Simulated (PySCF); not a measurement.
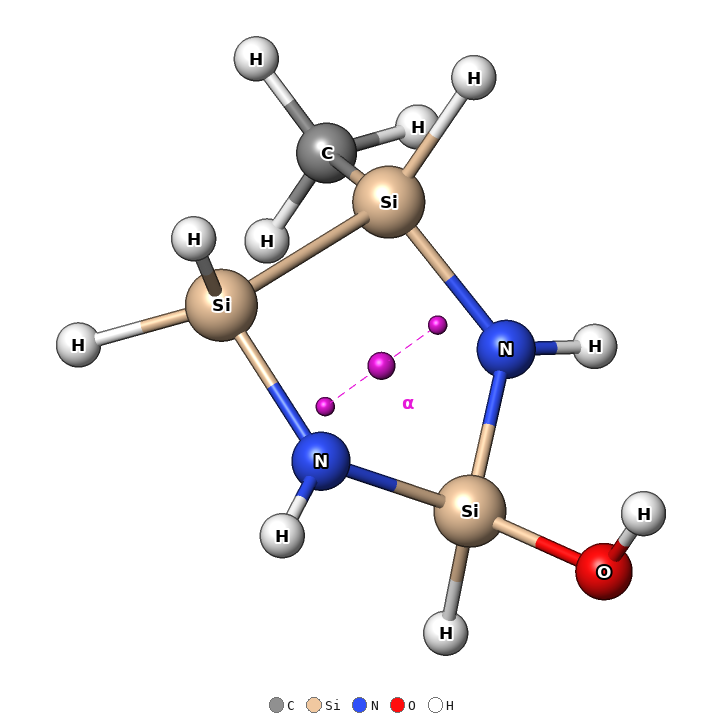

The small points mark where nucleus-independent chemical shifts (NICS) were computed: at the centre of each lettered ring and 1 Å above and below it. Computed geometry: GFN2-xTB optimisation. No frequency run is at hand to confirm it as a minimum. Properties computed with GIAO PBE0/pcSseg-1 NMR shielding, non-relativistic, gas phase (PySCF 2.14.0).

Give NICS(0), NICS(1) and the out-of-plane component NICS(1)zz for each ring (means of the two sides).

```json
{"ring": "α", "members": "Si3N2", "NICS(0)": "−5.6", "NICS(1)": "−2.7", "NICS(1)zz": "0.2"}
```

Values in ppm.

### What do the values say about the ring currents?

Ring α: weak, as in a non-aromatic ring. NICS is one index among several.

The geometry is semi-empirical. Around Si such bond lengths and angles can be off by a tenth of an ångström or more and by several degrees, and values that hang on the shape move with them.
